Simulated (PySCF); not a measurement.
SMILES c1ccc(Oc2ccc[se]2)cc1 at its GFN2-xTB optimised geometry (Å):

```
20

C      2.2572     2.1134     0.0334
C      2.9484     0.9121     0.0158
C      2.2631    -0.2864     0.0000
C      0.8713    -0.2864     0.0000
O      0.2556    -1.5148    -0.0401
C     -1.0086    -1.6496     0.4122
C     -1.9734    -2.3935    -0.1890
C     -3.1787    -2.5008     0.5495
C     -3.1876    -1.8502     1.7362
Se    -1.5716    -1.0013     2.1027
C      0.1744     0.9156     0.0000
C      0.8739     2.1095     0.0207
H      2.7960     3.0484     0.0517
H      4.0280     0.9084     0.0193
H      2.7829    -1.2316    -0.0124
H     -1.8267    -2.8519    -1.1512
H     -4.0280    -3.0484     0.1777
H     -3.9992    -1.7982     2.4388
H     -0.9064     0.9187    -0.0367
H      0.3283     3.0412     0.0209
```

Calculation: PBE0/def2-SVP (PySCF). Cells within 0.4 Å of a nucleus heavier than hydrogen are left out (blank, or x).

Map of the deformation density (molecule minus spherical neutral atoms) (e/bohr³) on the plane z = 0.0 Å:

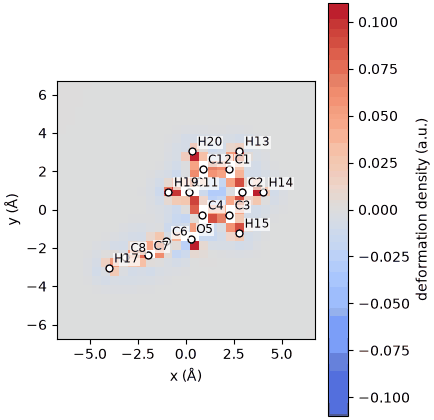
Figure. Deformation density (molecule minus spherical neutral atoms) (e/bohr³) on the plane z = 0.0 Å.
